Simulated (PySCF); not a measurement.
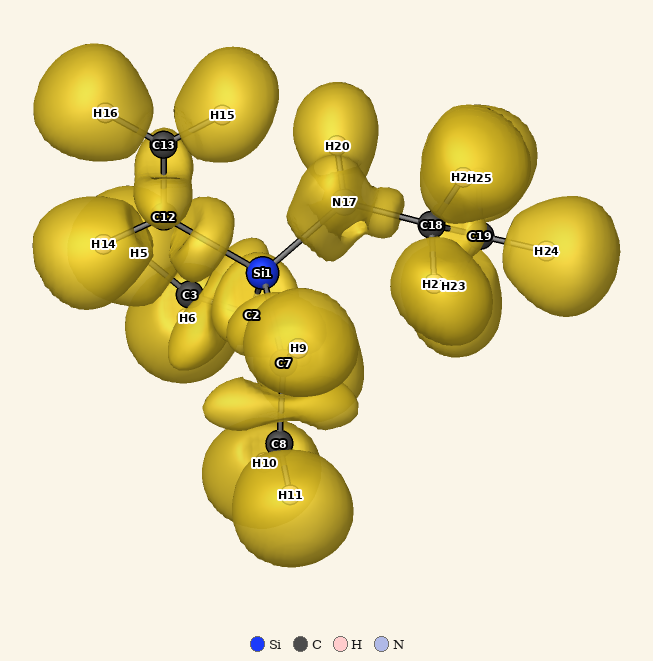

The picture shows: C8H15NSi (Si(vinyl)3(NHEt)). Isosurface of the electron localisation function at 0.75 (yellow), seen at a tilt. Only the valence region is drawn (cores and ρ < 0.01 e/Å³ removed).

Geometry: PBE0-D3(BJ)/def2-SVP.

Level of theory: PBE0/pcSseg-1, SCF density, gas phase, non-relativistic (PySCF).

Input file:

```
{"job": {"kind": "nmr", "xc": "PBE0", "basis": "pcSseg-1"}, "charge": 0, "multiplicity": 1}
Si     0.063213     0.595597    -0.107210
C     -0.069328     0.637417     1.765938
C     -0.803270     1.520114     2.454702
H      0.453389    -0.142320     2.339253
H     -1.361807     2.321121     1.956519
H     -0.890697     1.486102     3.547059
C      1.873118     0.466037    -0.571192
C      2.884886     0.575984     0.297657
H      2.115265     0.323146    -1.633568
H      2.711417     0.731450     1.368919
H      3.934315     0.525018    -0.015109
C     -0.713005     2.149584    -0.807074
C     -1.468054     2.152966    -1.911758
H     -0.519165     3.109886    -0.310685
H     -1.677826     1.223369    -2.453578
H     -1.899792     3.070902    -2.326987
N     -0.746393    -0.750229    -0.855839
C     -0.214223    -2.092787    -0.948216
C     -0.514928    -2.980721     0.251649
H     -1.761780    -0.730219    -0.819539
H     -0.592795    -2.579185    -1.866390
H      0.878166    -2.019075    -1.080645
H     -0.077801    -2.562715     1.172078
H     -0.111437    -3.996209     0.111042
H     -1.601426    -3.071483     0.413562
```

Run with:

```sh
OMP_NUM_THREADS=1 python probes_run.py task.json out
```

### What do the ELF domains correspond to?

At this value the surface marks out four regions between bonded C–C atoms (shared pairs), three regions between bonded C–Si atoms (shared pairs), 14 regions around hydrogen nuclei and one joined region spread over several atoms (H, N), in which their bonds and any lone pairs are merged. Along the contacts the grid gives the following. C–C (1.34 Å): the ELF peaks at about 0.90 between the atoms; a short, multiple covalent bond. C–N (1.45 Å): the ELF peaks at about 0.90 between the atoms; localised, covalent bonding.
